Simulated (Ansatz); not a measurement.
Run report: C₃HF₅O, geometry relaxation

The run: geometry relaxation of C₃HF₅O, SMILES O=C(C(F)F)C(F)(F)F. Method and program: RKS PBE0-D4/def2-TZVP (Ansatz 0.2.0).

The geometry: PBE-D4/def2-SVP start. Figures and captions count atoms from 1; the log counts them from 0 in places.

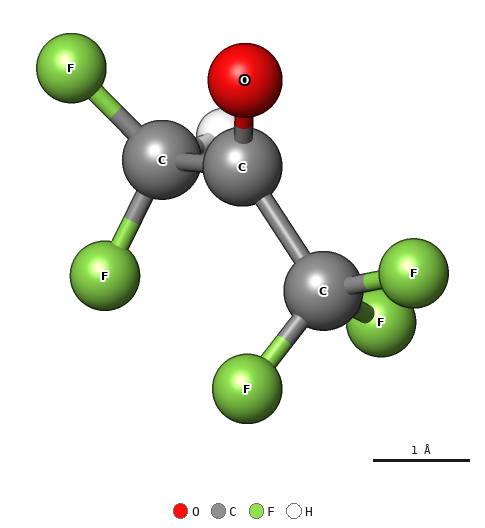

*The input geometry (ball-and-stick view, seen at a tilt).*

Bond lengths as drawn: C–C 1.55 to 1.56 Å, C–F 1.34 to 1.36 Å, C–H 1.12 Å and C–O 1.21 Å.

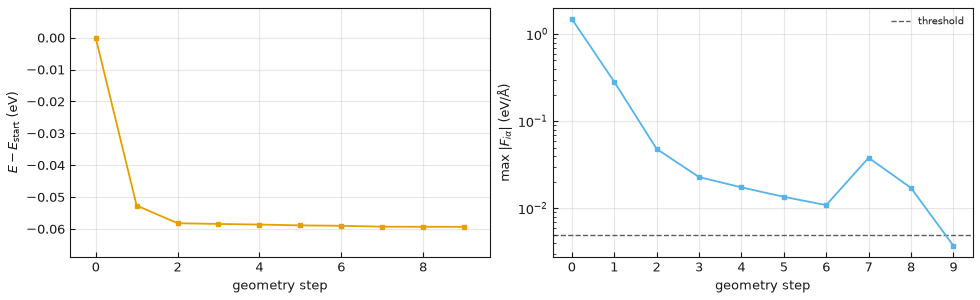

*Progress of the relaxation, step by step (the first geometry is step 0 here and step 1 in the log).*

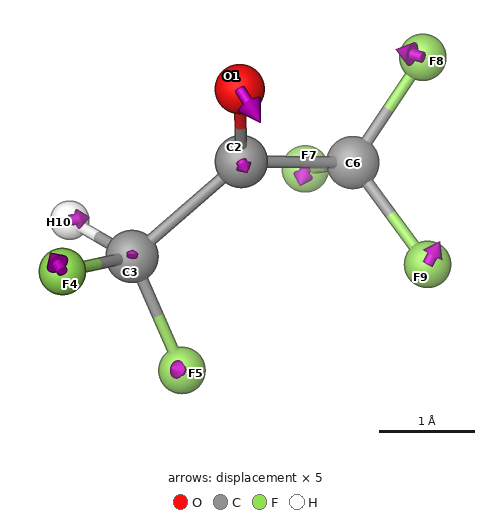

*The starting structure with the displacements as pink arrows, magnified 5 times (ball-and-stick view, seen at a tilt). The two geometries are laid on each other by the best rigid fit.*

After 9 geometry steps the energy has fallen by 0.059 eV. The largest force component goes from 1.5 to 0.0037 eV/Å. The largest move after the best rigid fit is that of O1, 0.089 Å. Largest moves by element: O 0.089 Å, F 0.068 Å, H 0.046 Å, C 0.031 Å. Distances before and after: C3–H10 1.118 → 1.097 Å, O1–C2 1.206 → 1.188 Å, C6–F9 1.346 → 1.330 Å, C6–F8 1.335 → 1.320 Å. (Atoms are counted from 1 in the order of the input.)

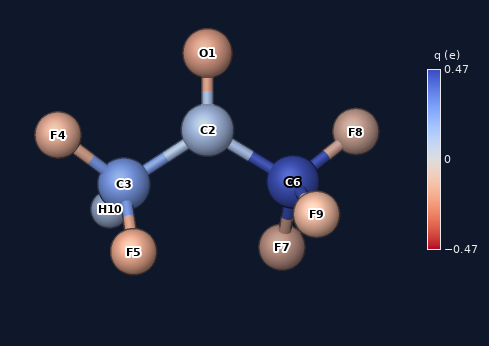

*Mulliken charges, as the colour of each atom (ball-and-stick view, seen on its broad side; atoms are numbered from 1 in the order of the input).*

By element: O −0.18, C +0.11 to +0.45, F −0.17 to −0.13 and H +0.10 e.

The input that produced these results follows, with the program's output.

### Input
```yaml
crystal:
  periodic: [false, false, false]
  atoms:
    - {symbol: O, position_ang: [0.298211, -1.713599, -0.749949]}
    - {symbol: C, position_ang: [0.114553, -0.618569, -0.279032]}
    - {symbol: C, position_ang: [0.482128, 0.685116, -1.031506]}
    - {symbol: F, position_ang: [1.363944, 0.396168, -2.012142]}
    - {symbol: F, position_ang: [1.039582, 1.570754, -0.156823]}
    - {symbol: C, position_ang: [-0.546888, -0.431291, 1.118317]}
    - {symbol: F, position_ang: [-1.473759, 0.554641, 1.049214]}
    - {symbol: F, position_ang: [-1.144179, -1.558276, 1.514152]}
    - {symbol: F, position_ang: [0.380716, -0.084758, 2.029692]}
    - {symbol: H, position_ang: [-0.431109, 1.148615, -1.478925]}
basis:
  gaussian: {orbitals: def2-TZVP}
hamiltonian: {xc: pbe0, dispersion: d4}
relax: {f_tol: 0.005, max_steps: 150}
```

Run as:
```bash
ansatz run in.yaml --threads 8 --pin off --events-out ev --progress --plain --max-ram 18278MiB
```

### What the program printed
```
Functional definition: PBE0
  name "PBE0"
  cite "Adamo & Barone, J. Chem. Phys. 110, 6158 (1999) doi:10.1063/1.478522"
  cite "Perdew, Burke & Ernzerhof, Phys. Rev. Lett. 77, 3865 (1996) doi:10.1103/PhysRevLett.77.3865"
  parent pbe
  parameter a = 0.25
  parameter kappa = 0.804
  parameter beta = 0.06672455060314922
  exchange = (1 - a)*pbe_x(kappa = kappa, mu = beta*pi^2/3) + a*exact_x
  correlation = pbe_c(beta = beta)
1515 factors; their error is unknown
mean field evaluation 1: about -18742.7163 eV, gradient 5.8e1 eV
mean field evaluation 2: about -18732.5696 eV, gradient 9.8e1 eV
mean field evaluation 4: about -18747.3573 eV, gradient 5.0e0 eV
mean field evaluation 8: about -18747.3911 eV, gradient 3.2e-1 eV
mean field evaluation 16: about -18747.4459 eV, gradient 7.8e-4 eV
mean field -18747.44587252 eV, -688.9559283401 hartree, gradient 2.6e-5 eV, S^2 0.000000; 0 other end points of the search recorded, 0 dependent functions left out
the calculation of the forces begins
reference -18747.44589270 eV, -688.9559290814 hartree; 36, 36 occupied and 249, 249 virtual orbitals, 1515 factors
relax step   1: F+E_penalty+E_count = -18747.62784292 eV  Δ(F+E_penalty+E_count) = +0.000e0 eV  max|allowed force component| = 1.503e0 eV/Å  Δτ_max = 0.0000 Å  (32 SCF iters, accepted)
these checks for a lower state are left out or cut short: starts, cluster_reference, orbital_swaps, neighbouring_geometries, increment
1515 factors; their error is unknown
mean field -18747.49793610 eV, -688.9578416412 hartree, gradient 2.2e-5 eV, S^2 0.000000; 0 other end points of the search recorded, 0 dependent functions left out
the calculation of the forces begins
reference -18747.49795619 eV, -688.9578423796 hartree; 36, 36 occupied and 249, 249 virtual orbitals, 1515 factors
relax step   2: F+E_penalty+E_count = -18747.68049376 eV  Δ(F+E_penalty+E_count) = -5.265e-2 eV  max|allowed force component| = 2.853e-1 eV/Å  Δτ_max = 0.0198 Å  (34 SCF iters, accepted)
these checks for a lower state are left out or cut short: starts, cluster_reference, orbital_swaps, neighbouring_geometries, increment
1515 factors; their error is unknown
mean field evaluation 32: about -18747.5032 eV, gradient 7.8e-3 eV
mean field -18747.50316416 eV, -688.9580337687 hartree, gradient 2.2e-5 eV, S^2 0.000000; 0 other end points of the search recorded, 0 dependent functions left out
the calculation of the forces begins
reference -18747.50318424 eV, -688.9580345067 hartree; 36, 36 occupied and 249, 249 virtual orbitals, 1515 factors
relax step   3: F+E_penalty+E_count = -18747.68604050 eV  Δ(F+E_penalty+E_count) = -5.547e-3 eV  max|allowed force component| = 4.830e-2 eV/Å  Δτ_max = 0.0103 Å  (34 SCF iters, accepted)
these checks for a lower state are left out or cut short: starts, cluster_reference, orbital_swaps, neighbouring_geometries, increment
1515 factors; their error is unknown
mean field -18747.50342296 eV, -688.9580432797 hartree, gradient 2.2e-5 eV, S^2 0.000000; 0 other end points of the search recorded, 0 dependent functions left out
the calculation of the forces begins
reference -18747.50344305 eV, -688.9580440177 hartree; 36, 36 occupied and 249, 249 virtual orbitals, 1515 factors
relax step   4: F+E_penalty+E_count = -18747.68627233 eV  Δ(F+E_penalty+E_count) = -2.318e-4 eV  max|allowed force component| = 2.291e-2 eV/Å  Δτ_max = 0.0054 Å  (35 SCF iters, accepted)
these checks for a lower state are left out or cut short: starts, cluster_reference, orbital_swaps, neighbouring_geometries, increment
1515 factors; their error is unknown
mean field -18747.50360726 eV, -688.9580500523 hartree, gradient 2.2e-5 eV, S^2 0.000000; 0 other end points of the search recorded, 0 dependent functions left out
the calculation of the forces begins
reference -18747.50362735 eV, -688.9580507907 hartree; 36, 36 occupied and 249, 249 virtual orbitals, 1515 factors
relax step   5: F+E_penalty+E_count = -18747.68645104 eV  Δ(F+E_penalty+E_count) = -1.787e-4 eV  max|allowed force component| = 1.744e-2 eV/Å  Δτ_max = 0.0096 Å  (35 SCF iters, accepted)
these checks for a lower state are left out or cut short: starts, cluster_reference, orbital_swaps, neighbouring_geometries, increment
1515 factors; their error is unknown
mean field -18747.50389011 eV, -688.9580604470 hartree, gradient 2.1e-5 eV, S^2 0.000000; 0 other end points of the search recorded, 0 dependent functions left out
the calculation of the forces begins
reference -18747.50391021 eV, -688.9580611858 hartree; 36, 36 occupied and 249, 249 virtual orbitals, 1515 factors
relax step   6: F+E_penalty+E_count = -18747.68672035 eV  Δ(F+E_penalty+E_count) = -2.693e-4 eV  max|allowed force component| = 1.358e-2 eV/Å  Δτ_max = 0.0205 Å  (33 SCF iters, accepted)
these checks for a lower state are left out or cut short: starts, cluster_reference, orbital_swaps, neighbouring_geometries, increment
1515 factors; their error is unknown
mean field -18747.50401563 eV, -688.9580650598 hartree, gradient 2.2e-5 eV, S^2 0.000000; 0 other end points of the search recorded, 0 dependent functions left out
the calculation of the forces begins
reference -18747.50403572 eV, -688.9580657981 hartree; 36, 36 occupied and 249, 249 virtual orbitals, 1515 factors
relax step   7: F+E_penalty+E_count = -18747.68684403 eV  Δ(F+E_penalty+E_count) = -1.237e-4 eV  max|allowed force component| = 1.090e-2 eV/Å  Δτ_max = 0.0099 Å  (34 SCF iters, accepted)
these checks for a lower state are left out or cut short: starts, cluster_reference, orbital_swaps, neighbouring_geometries, increment
1515 factors; their error is unknown
mean field evaluation 64: about -18747.4517 eV, gradient 2.7e-2 eV
mean field -18747.50432139 eV, -688.9580762961 hartree, gradient 1.9e-5 eV, S^2 0.000000; 0 other end points of the search recorded, 0 dependent functions left out
the calculation of the forces begins
reference -18747.50434140 eV, -688.9580770316 hartree; 36, 36 occupied and 249, 249 virtual orbitals, 1515 factors
relax step   8: F+E_penalty+E_count = -18747.68712678 eV  Δ(F+E_penalty+E_count) = -2.828e-4 eV  max|allowed force component| = 3.815e-2 eV/Å  Δτ_max = 0.0372 Å  (34 SCF iters, accepted)
these checks for a lower state are left out or cut short: starts, cluster_reference, orbital_swaps, neighbouring_geometries, increment
1515 factors; their error is unknown
mean field -18747.50434125 eV, -688.9580770261 hartree, gradient 2.2e-5 eV, S^2 0.000000; 0 other end points of the search recorded, 0 dependent functions left out
the calculation of the forces begins
reference -18747.50436125 eV, -688.9580777611 hartree; 36, 36 occupied and 249, 249 virtual orbitals, 1515 factors
relax step   9: F+E_penalty+E_count = -18747.68716013 eV  Δ(F+E_penalty+E_count) = -3.335e-5 eV  max|allowed force component| = 1.717e-2 eV/Å  Δτ_max = 0.0054 Å  (34 SCF iters, accepted)
these checks for a lower state are left out or cut short: starts, cluster_reference, orbital_swaps, neighbouring_geometries, increment
1515 factors; their error is unknown
mean field -18747.50435487 eV, -688.9580775267 hartree, gradient 2.2e-5 eV, S^2 0.000000; 0 other end points of the search recorded, 0 dependent functions left out
the calculation of the forces begins
reference -18747.50437487 eV, -688.9580782617 hartree; 36, 36 occupied and 249, 249 virtual orbitals, 1515 factors
relax step  10: F+E_penalty+E_count = -18747.68717445 eV  Δ(F+E_penalty+E_count) = -1.432e-5 eV  max|allowed force component| = 3.723e-3 eV/Å  Δτ_max = 0.0028 Å  (35 SCF iters, accepted)
1515 factors; their error is unknown
mean field evaluation 96: about -18747.4514 eV, gradient 2.8e-1 eV
mean field -18747.50435487 eV, -688.9580775267 hartree, gradient 2.2e-5 eV, S^2 0.000000; 1 other end points of the search recorded, 0 dependent functions left out
the calculation of the forces begins
reference -18747.50437487 eV, -688.9580782617 hartree; 36, 36 occupied and 249, 249 virtual orbitals, 1515 factors
Total energy: -18747.68719445 eV, -688.9647967574 hartree
Atom 0 at     0.370167    -1.695226    -0.699959 Å, force    -0.000053    -0.002118    -0.001051 eV/Å
Atom 1 at     0.141679    -0.613336    -0.265423 Å, force     0.002740    -0.003455     0.001726 eV/Å
Atom 2 at     0.466728     0.679221    -1.030808 Å, force    -0.002187     0.003723    -0.001677 eV/Å
Atom 3 at     1.305201     0.401416    -2.033285 Å, force     0.001521    -0.000790    -0.000159 eV/Å
Atom 4 at     1.056675     1.558154    -0.190642 Å, force     0.000359    -0.000457     0.000130 eV/Å
Atom 5 at    -0.548647    -0.428873     1.109913 Å, force    -0.001026     0.001602     0.000228 eV/Å
Atom 6 at    -1.433964     0.571723     1.040736 Å, force    -0.001209     0.000168     0.001135 eV/Å
Atom 7 at    -1.183032    -1.530235     1.466075 Å, force     0.000352     0.000122     0.000339 eV/Å
Atom 8 at     0.352069    -0.131634     2.042013 Å, force    -0.000135    -0.000306    -0.000478 eV/Å
Atom 9 at    -0.443677     1.137591    -1.435624 Å, force    -0.000362     0.001510    -0.000195 eV/Å
Dipole moment:    -0.257117     0.235769    -0.098514 e Å
```

### Trajectory as extended XYZ (Å, eV, eV/Å), 10 frames, from step=1 to step=10
```
10
Properties=species:S:1:pos:R:3:forces:R:3 step=1 energy=-18747.62784
O     0.2982   -1.7136   -0.7499   -0.2886   1.5026   0.6834
C     0.1146   -0.6186   -0.2790    0.3122  -1.0757  -0.5479
C     0.4821    0.6851   -1.0315   -0.1347   0.0986  -0.1318
F     1.3639    0.3962   -2.0121   -0.3987   0.2197   0.5385
F     1.0396    1.5708   -0.1568   -0.1929  -0.4130  -0.4972
C    -0.5469   -0.4313    1.1183   -0.1662  -0.0143   0.3226
F    -1.4738    0.5546    1.0492    0.5569  -0.6168   0.0945
F    -1.1442   -1.5583    1.5142    0.3532   0.7624  -0.2000
F     0.3807   -0.0848    2.0297   -0.6237  -0.2301  -0.5108
H    -0.4311    1.1486   -1.4789    0.5826  -0.2334   0.2486
10
Properties=species:S:1:pos:R:3:forces:R:3 step=2 energy=-18747.68049
O     0.2976   -1.6969   -0.7393   -0.0076   0.1995   0.1081
C     0.1224   -0.6154   -0.2741   -0.0337  -0.1074  -0.1306
C     0.4764    0.6808   -1.0294    0.0429   0.0805  -0.0269
F     1.3515    0.3983   -2.0061   -0.1453   0.0581   0.1846
F     1.0375    1.5664   -0.1702   -0.0680  -0.1397  -0.1631
C    -0.5439   -0.4323    1.1143   -0.0863   0.0490   0.2243
F    -1.4614    0.5486    1.0462    0.2218  -0.2416   0.0202
F    -1.1440   -1.5482    1.5040    0.1477   0.2853  -0.1094
F     0.3703   -0.0938    2.0277   -0.2248  -0.0898  -0.1908
H    -0.4232    1.1412   -1.4702    0.1531  -0.0938   0.0836
10
Properties=species:S:1:pos:R:3:forces:R:3 step=3 energy=-18747.68604
O     0.3014   -1.6932   -0.7352    0.0042  -0.0390  -0.0181
C     0.1185   -0.6134   -0.2757    0.0450   0.0483   0.0320
C     0.4747    0.6799   -1.0272    0.0037  -0.0016  -0.0072
F     1.3465    0.3979   -2.0005    0.0026  -0.0001  -0.0036
F     1.0357    1.5638   -0.1735   -0.0034  -0.0160  -0.0050
C    -0.5430   -0.4302    1.1131   -0.0229   0.0139   0.0129
F    -1.4552    0.5466    1.0464    0.0033   0.0123   0.0052
F    -1.1416   -1.5413    1.4967   -0.0093  -0.0197   0.0016
F     0.3669   -0.0971    2.0240   -0.0023  -0.0085  -0.0121
H    -0.4209    1.1359   -1.4652   -0.0210   0.0105  -0.0057
10
Properties=species:S:1:pos:R:3:forces:R:3 step=4 energy=-18747.68627
O     0.3050   -1.6931   -0.7335    0.0175  -0.0080   0.0072
C     0.1233   -0.6129   -0.2733   -0.0229   0.0097  -0.0161
C     0.4745    0.6799   -1.0279    0.0092  -0.0106   0.0029
F     1.3439    0.3985   -2.0033   -0.0022   0.0013  -0.0066
F     1.0370    1.5639   -0.1760    0.0052   0.0080   0.0044
C    -0.5435   -0.4300    1.1135   -0.0001   0.0043   0.0002
F    -1.4531    0.5490    1.0463    0.0031   0.0042   0.0009
F    -1.1453   -1.5409    1.4938   -0.0093  -0.0077  -0.0033
F     0.3650   -0.1006    2.0265    0.0075  -0.0006   0.0109
H    -0.4236    1.1349   -1.4631   -0.0081  -0.0007  -0.0004
10
Properties=species:S:1:pos:R:3:forces:R:3 step=5 energy=-18747.68645
O     0.3102   -1.6934   -0.7301    0.0174  -0.0088   0.0004
C     0.1246   -0.6128   -0.2726   -0.0168   0.0122  -0.0081
C     0.4728    0.6799   -1.0288    0.0099  -0.0071  -0.0067
F     1.3445    0.3997   -2.0027   -0.0024  -0.0018  -0.0053
F     1.0316    1.5673   -0.1780    0.0024   0.0034   0.0070
C    -0.5429   -0.4299    1.1138    0.0010   0.0025  -0.0004
F    -1.4463    0.5546    1.0495   -0.0053   0.0139   0.0003
F    -1.1521   -1.5382    1.4896   -0.0111  -0.0159  -0.0009
F     0.3668   -0.1096    2.0290    0.0115   0.0029   0.0089
H    -0.4259    1.1313   -1.4667   -0.0067  -0.0014   0.0048
10
Properties=species:S:1:pos:R:3:forces:R:3 step=6 energy=-18747.68672
O     0.3268   -1.6939   -0.7213    0.0078   0.0112   0.0068
C     0.1289   -0.6123   -0.2707   -0.0051  -0.0136  -0.0067
C     0.4693    0.6795   -1.0312   -0.0003  -0.0057  -0.0113
F     1.3426    0.4023   -2.0047   -0.0091  -0.0011   0.0039
F     1.0228    1.5721   -0.1822    0.0044   0.0037   0.0050
C    -0.5428   -0.4292    1.1142   -0.0010  -0.0046   0.0002
F    -1.4322    0.5683    1.0554    0.0025  -0.0039   0.0032
F    -1.1687   -1.5327    1.4792    0.0026   0.0109  -0.0030
F     0.3694   -0.1291    2.0343   -0.0059   0.0008  -0.0044
H    -0.4329    1.1236   -1.4700    0.0040   0.0023   0.0063
10
Properties=species:S:1:pos:R:3:forces:R:3 step=7 energy=-18747.68684
O     0.3358   -1.6942   -0.7170    0.0056   0.0107   0.0080
C     0.1316   -0.6125   -0.2696   -0.0069  -0.0109  -0.0050
C     0.4684    0.6793   -1.0315   -0.0028  -0.0005  -0.0078
F     1.3371    0.4025   -2.0089   -0.0053  -0.0003   0.0010
F     1.0260    1.5713   -0.1841    0.0029  -0.0006   0.0021
C    -0.5437   -0.4290    1.1135    0.0005  -0.0055  -0.0002
F    -1.4300    0.5711    1.0547    0.0020  -0.0034  -0.0003
F    -1.1736   -1.5311    1.4756    0.0025   0.0078  -0.0017
F     0.3674   -0.1328    2.0360   -0.0039   0.0009  -0.0020
H    -0.4357    1.1241   -1.4657    0.0055   0.0018   0.0059
10
Properties=species:S:1:pos:R:3:forces:R:3 step=8 energy=-18747.68713
O     0.3692   -1.6954   -0.7008   -0.0100   0.0323   0.0179
C     0.1411   -0.6132   -0.2656    0.0092  -0.0382  -0.0169
C     0.4666    0.6790   -1.0316   -0.0126   0.0125  -0.0013
F     1.3098    0.4020   -2.0308   -0.0135   0.0029   0.0151
F     1.0508    1.5608   -0.1903    0.0012  -0.0051  -0.0073
C    -0.5484   -0.4288    1.1106    0.0079  -0.0043  -0.0070
F    -1.4310    0.5742    1.0442   -0.0008  -0.0025   0.0011
F    -1.1855   -1.5293    1.4659    0.0099   0.0129  -0.0019
F     0.3550   -0.1353    2.0415   -0.0100  -0.0042  -0.0007
H    -0.4444    1.1346   -1.4401    0.0188  -0.0064   0.0011
10
Properties=species:S:1:pos:R:3:forces:R:3 step=9 energy=-18747.68716
O     0.3722   -1.6956   -0.6992   -0.0027   0.0172   0.0086
C     0.1426   -0.6136   -0.2651   -0.0052  -0.0068  -0.0047
C     0.4660    0.6792   -1.0309    0.0064   0.0011  -0.0005
F     1.3049    0.4014   -2.0329    0.0050   0.0018  -0.0057
F     1.0553    1.5592   -0.1911   -0.0043  -0.0059  -0.0031
C    -0.5485   -0.4286    1.1097    0.0009  -0.0060   0.0087
F    -1.4322    0.5736    1.0418    0.0049  -0.0026  -0.0028
F    -1.1851   -1.5292    1.4645   -0.0002  -0.0005   0.0013
F     0.3526   -0.1342    2.0425   -0.0039   0.0010  -0.0042
H    -0.4446    1.1366   -1.4363   -0.0009   0.0008   0.0024
10
Properties=species:S:1:pos:R:3:forces:R:3 step=10 energy=-18747.68717
O     0.3702   -1.6952   -0.7000   -0.0001  -0.0021  -0.0011
C     0.1417   -0.6133   -0.2654    0.0027  -0.0035   0.0017
C     0.4667    0.6792   -1.0308   -0.0022   0.0037  -0.0017
F     1.3052    0.4014   -2.0333    0.0015  -0.0008  -0.0002
F     1.0567    1.5582   -0.1906    0.0004  -0.0005   0.0001
C    -0.5486   -0.4289    1.1099   -0.0010   0.0016   0.0002
F    -1.4340    0.5717    1.0407   -0.0012   0.0002   0.0011
F    -1.1830   -1.5302    1.4661    0.0004   0.0001   0.0003
F     0.3521   -0.1316    2.0420   -0.0001  -0.0003  -0.0005
H    -0.4437    1.1376   -1.4356   -0.0004   0.0015  -0.0002
```

### Results in brief

```tsv
quantity	value
outcome	converged
total energy	−18747.6872 eV
mean-field energy	−18747.5044 eV
dispersion energy	−0.1828 eV
SCF solution under orbital rotations	stable
largest force (length of the vector) at the end	0.005 eV/Å
dipole moment	1.74 D
hardware	8 threads of Arm Neoverse V1, 23 GiB of memory available, shared host
wall time	43 s (CPU time 5.2 min)
peak memory	0.97 GiB
```
